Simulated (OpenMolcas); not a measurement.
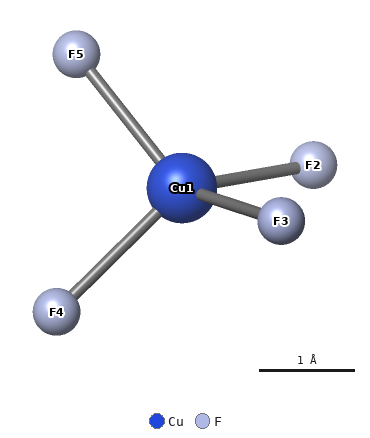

**Figure 1.** The structure as given in the input (ball-and-stick view, seen at a tilt; atoms are numbered from 1 in the order of the input). Sticks mark near contacts. Bond lengths as drawn: Cu–F 1.87 Å.

**Single-point calculation of CuF4 (charge −2) (part 1 of 2)**

System: CuF4, charge −2, multiplicity 2.
Method: NEVPT2/ANO-RCC-VDZ, DKH2 (OpenMolcas 26.06).

The geometry comes from this level: GFN2-xTB.

### Input file
```
&GATEWAY
BasisSet
Cu.ANO-RCC-VDZ....
Cu1 0.000130 0.000000 -0.000060 angstrom
End of Basis
BasisSet
F.ANO-RCC-VDZ....
F2 1.729720 -0.032100 0.722000 angstrom
F3 0.025020 1.737980 -0.700560 angstrom
F4 -1.730530 0.015830 0.718330 angstrom
F5 -0.024340 -1.721720 -0.739710 angstrom
End of Basis
&SEWARD
Relativistic
R02E00
&RASSCF
FileOrb
$CurrDir/step2.RasOrb
Spin
2
Nactel
15 0 0
Inactive
26
Ras2
8
OrbListing
NoCore
OrbAppear
Compact
&CASPT2
SC-NEVPT2
```

Hardware: 1 thread of Arm Neoverse V1, 24 GiB of memory available, shared host.

Launched with:
```bash
export MOLCAS_MEM=1860
pymolcas step8.inp > step8.log
```

### The program's output
```
--- Start Module: gateway ---

                                              &GATEWAY

                       available to each process: 1.9 GB of memory, 1 thread

++    Symmetry information:
      ---------------------

                    Character Table for C1

                             E
                    a        1  x, y, xy, Rz, z, xz, Ry, yz, Rx, I
--

++    Basis set information:
      ----------------------

      Basis set label: CU.ANO-RCC...5S4P2D.

      Electronic valence basis set:
      ------------------
      Associated Effective Charge  29.000000 au
      Associated Actual Charge     29.000000 au
      Nuclear Model: Point charge

      Shell  nPrim  nBasis  Cartesian Spherical Contaminant
         s      21       5        X
         p      15       4        X
         d      10       2                 X

      Basis set label: F.ANO-RCC...3S2P.

      Electronic valence basis set:
      ------------------
      Associated Effective Charge   9.000000 au
      Associated Actual Charge      9.000000 au
      Nuclear Model: Point charge

      Shell  nPrim  nBasis  Cartesian Spherical Contaminant
         s      14       3        X
         p       9       2        X
--

++    Molecular structure info:
      -------------------------

                    ************************************************
                    **** Cartesian Coordinates / bohr, angstrom ****
                    ************************************************

     Center  Label                x              y              z                     x              y              z
        1      CU1              0.000246       0.000000      -0.000113              0.000130       0.000000      -0.000060
        2      F2               3.268697      -0.060660       1.364382              1.729720      -0.032100       0.722000
        3      F3               0.047281       3.284306      -1.323867              0.025020       1.737980      -0.700560
        4      F4              -3.270228       0.029914       1.357447             -1.730530       0.015830       0.718330
        5      F5              -0.045996      -3.253579      -1.397849             -0.024340      -1.721720      -0.739710

                    ***************************************
                    *    InterNuclear Distances / bohr    *
                    ***************************************

               1 CU1           2 F2            3 F3            4 F4            5 F5
    1 CU1      0.000000
    2 F2       3.542358        0.000000
    3 F3       3.541356        5.365911        0.000000
    4 F4       3.541167        6.539556        5.365293        0.000000
    5 F5       3.541410        5.367667        6.538969        5.363642        0.000000

                    *******************************************
                    *    InterNuclear Distances / angstrom    *
                    *******************************************

               1 CU1           2 F2            3 F3            4 F4            5 F5
    1 CU1      0.000000
    2 F2       1.874535        0.000000
    3 F3       1.874005        2.839518        0.000000
    4 F4       1.873905        3.460584        2.839191        0.000000
    5 F5       1.874033        2.840447        3.460274        2.838317        0.000000
--

            Nuclear Potential Energy            379.94209453 au

--- Stop Module: gateway /rc=_RC_ALL_IS_WELL_ ---

--- Start Module: seward ---

                                              &SEWARD

                       available to each process: 1.9 GB of memory, 1 thread

               SEWARD will generate:
                  Multipole Moment integrals up to order  2
                  Kinetic Energy integrals
                  Nuclear Attraction integrals (point charge)
                  One-Electron Hamiltonian integrals
                  Velocity integrals
                  Relativistic Douglas-Kroll-Hess integrals:
                    - Parametrization         : EXP
                    - DKH order of Hamiltonian: 2
                    - DKH order of Properties : 0
                         - multipole moment operators
                         - electric potential operators
                         - contact operators
                  Orbital angular momentum around (  0.0001  -0.0000  -0.0000 )
                  Velocity quadrupole around (  0.0001  -0.0000  -0.0000 )
                  Atomic mean-field integrals
                  Two-Electron Repulsion integrals

                   Integrals are discarded if absolute value <: 1.00E-14
                   Integral cutoff threshold is set to       <: 1.00E-16

            Nuclear Potential Energy            379.94209453 au

      Basis set specifications :
      Symmetry species         a
      Basis functions           63

--- Stop Module: seward /rc=_RC_ALL_IS_WELL_ ---
--- Module seward spent 4 seconds ---

--- Start Module: rasscf ---

                                              &RASSCF

                       available to each process: 1.9 GB of memory, 1 thread

      Header of the ONEINT file:
      --------------------------

      OrdInt status: non-squared

      Cartesian coordinates in angstrom:
      -----------------------------------------------------
      No.  Label        X            Y            Z
      -----------------------------------------------------
       1   CU1        0.00013000   0.00000000  -0.00006000
       2   F2         1.72972000  -0.03210000   0.72200000
       3   F3         0.02502000   1.73798000  -0.70056000
       4   F4        -1.73053000   0.01583000   0.71833000
       5   F5        -0.02434000  -1.72172000  -0.73971000
      -----------------------------------------------------
      Nuclear repulsion energy =  379.94209453

++    Wave function specifications:
      -----------------------------

      Number of closed shell electrons          52
      Number of electrons in active shells      15
      Max number of holes in RAS1 space          0
      Max nr of electrons in RAS3 space          0
      Number of inactive orbitals               26
      Number of active orbitals                  8
      Number of secondary orbitals              29
      Spin quantum number                      0.5
      State symmetry                             1
--

++    Orbital specifications:
      -----------------------

      Symmetry species                           1
                                                 a
      Frozen orbitals                            0
      Inactive orbitals                         26
      Active orbitals                            8
      RAS1 orbitals                              0
      RAS2 orbitals                              8
      RAS3 orbitals                              0
      Secondary orbitals                        29
      Deleted orbitals                           0
      Number of basis functions                 63
--

++    CI expansion specifications:
      ----------------------------

      Number of CSFs                             8
      Number of determinants                     8
      Number of root(s) required                 1
      Root chosen for geometry opt.              1
      CI root used                               1

      highest root included in the CI            1
      max. size of the explicit Hamiltonian      8
--

++    Optimization specifications:
      ----------------------------

      RASSCF algorithm: Conventional
      Maximum number of macro iterations       200
      Maximum number of SX iterations          100
      Threshold for RASSCF energy            1.000E-08
      Threshold for max MO rotation          1.000E-01
      Threshold for max BLB element          1.000E-04
      Level shift parameter                  5.000E-01
      Make Quasi-Newton update
--

      The MO-coefficients are taken from the file:
      step2.RasOrb
      Title: RASSCF average (pseudo-natural) orbitals

      Total molecular charge   -2.00

      ************************************************************************************************************************
      *                                            Wave function control section                                             *
      ************************************************************************************************************************

                                         RASSCF iterations: Energy and convergence statistics
                                         ----------------------------------------------------

          iter iter root      energy       change     param      element    value   shift minimum  type update hh:mm:ss
 Nr of preliminary CI iterations:   1
      Total energies have been shifted. Add                -2000.00 au
        1   1   26    1   -51.42397489    0.00E+00   3.13E-02   27  56 1 -1.75E-01*  0.28   0.00    SX    NO    0:00:00
        2   1   15    1   -51.43970924   -1.57E-02* -1.49E-01*  11  61 1  1.54E-01*  0.15   0.00    SX    NO    0:00:00
        3   1    6    1   -51.44167774   -1.97E-03*  2.48E-01*  11  61 1 -1.36E-01*  0.26   0.00    SX    NO    0:00:00
        4   1   17    1   -51.44636859   -4.69E-03* -1.82E-02   11  61 1  1.27E-01*  0.15   0.00    SX    NO    0:00:00
        5   1   19    1   -51.44805861   -1.69E-03* -8.06E-03   11  61 1 -1.13E-01*  0.23   0.52    LS   YES    0:00:00
        6   1   20    1   -51.45594628   -7.89E-03* -1.17E-02   16  54 1  7.57E-03*  0.17   1.07    QN   YES    0:00:00
        7   1   16    1   -51.45620007   -2.54E-04* -1.76E-02   16  34 1 -4.33E-03*  0.17   1.51    QN   YES    0:00:00
        8   1   16    1   -51.45630118   -1.01E-04*  5.06E-03   16  56 1  2.46E-03*  0.16   0.96    QN   YES    0:00:00
        9   1   16    1   -51.45633004   -2.89E-05*  7.51E-03   20  54 1  1.59E-03*  0.17   1.70    QN   YES    0:00:00
       10   1   13    1   -51.45634723   -1.72E-05* -3.98E-04    2  54 1 -7.86E-04*  0.17   0.93    QN   YES    0:00:00
       11   1   12    1   -51.45634762   -3.88E-07* -1.30E-04   16  60 1 -4.42E-04*  0.17   0.70    QN   YES    0:00:00
       12   1   12    1   -51.45634798   -3.61E-07* -2.61E-04    2  54 1  3.24E-04*  0.17   1.36    QN   YES    0:00:00
       13   1   10    1   -51.45634810   -1.21E-07*  9.75E-05    2  54 1  7.27E-05   0.17   1.16    QN   YES    0:00:00
       14   1    9    1   -51.45634812   -1.72E-08* -4.67E-05   20  54 1  1.88E-05   0.17   1.04    QN   YES    0:00:00
       15   1    7    1   -51.45634812   -2.08E-09  -7.09E-06    2  54 1 -7.03E-06   0.17   0.93    QN   YES    0:00:00
      Convergence after 15 iterations
       16   1    7    1   -51.45634812   -1.86E-10  -7.09E-06   20  60 1  4.53E-06   0.17   0.93    QN   YES    0:00:00

      ************************************************************************************************************************
                                                      Wave function printout:
                       occupation of active orbitals, and spin coupling of open shells (u,d: Spin up or down)
      ************************************************************************************************************************

      Note: transformation to natural orbitals
      has been made, which may change the order of the CSFs.

      printout of CI-coefficients larger than  0.05 for root  1
      energy=   -2051.456348
      conf/sym  11111111     Coeff  Weight
             1  2222222u   1.00000 1.00000

      Natural orbitals and occupation numbers for root  1
      sym 1:   2.000000   2.000000   2.000000   2.000000   2.000000   2.000000   2.000000   1.000000

      ************************************************************************************************************************
      *                                                    Final results                                                     *
      ************************************************************************************************************************

++    Final optimization conditions:
      ------------------------------

      Average CI energy                           -2051.45634812
      RASSCF energy for state  1                  -2051.45634812
      Super-CI energy                                -0.00000000
      RASSCF energy change                           -0.00000000
      Max change in MO coefficients              -8.712E-06
      Max non-diagonal density matrix element    -7.089E-06
      Maximum BLB matrix element                  4.527E-06
      (orbital pair  20,  60 in symmetry   1)
      Norm of electronic gradient            1.339E-05
--

      Final state energy(ies):
      ------------------------

::    RASSCF root number  1 Total energy:  -2051.45634812

++    Molecular orbitals:
      -------------------

      Pseudonatural active orbitals and approximate occupation numbers

      MOLECULAR ORBITALS FOR SYMMETRY SPECIES 1: a

      INDEX  ENERGY  OCCUPATION COEFFICIENTS ...
          1 -332.2771    2.0000
                 1 CU1    1s     ( 1.0000)
          2  -41.4995    2.0000
                 2 CU1    2s     ( 1.0000)
          3  -35.6487    2.0000
                10 CU1    2py    ( 0.9978)
          4  -35.6487    2.0000
                 6 CU1    2px    ( 0.9979)
          5  -35.6304    2.0000
                14 CU1    2pz    ( 0.9999)
          6  -25.8386    2.0000
                37 F3     1s     ( 0.7337)  55 F5     1s     (-0.6779)
          7  -25.8386    2.0000
                28 F2     1s     ( 0.5075)  37 F3     1s     ( 0.5676)  55 F5     1s     ( 0.6482)
          8  -25.8386    2.0000
                28 F2     1s     (-0.8444)  37 F3     1s     ( 0.3671)  46 F4     1s     ( 0.1863)  55 F5     1s     ( 0.3428)

          9  -25.8385    2.0000
                28 F2     1s     ( 0.1655)  46 F4     1s     ( 0.9824)
         10   -5.0140    2.0000
                 3 CU1    3s     (-0.9996)
         11   -3.2162    2.0000
                 7 CU1    3px    (-0.2164)  11 CU1    3py    ( 0.9758)
         12   -3.2161    2.0000
                 7 CU1    3px    ( 0.9757)  11 CU1    3py    ( 0.2165)
         13   -3.1952    2.0000
                15 CU1    3pz    ( 0.9988)
         14   -1.0947    2.0000
                29 F2     2s     ( 0.5454)  38 F3     2s     ( 0.4316)  47 F4     2s     ( 0.5192)  56 F5     2s     ( 0.4363)

         15   -1.0871    2.0000
                29 F2     2s     ( 0.1422)  38 F3     2s     (-0.6403)  47 F4     2s     (-0.2050)  56 F5     2s     ( 0.6982)

         16   -1.0871    2.0000
                29 F2     2s     ( 0.6065)  38 F3     2s     ( 0.2307)  47 F4     2s     (-0.7244)  56 F5     2s     (-0.1245)
```
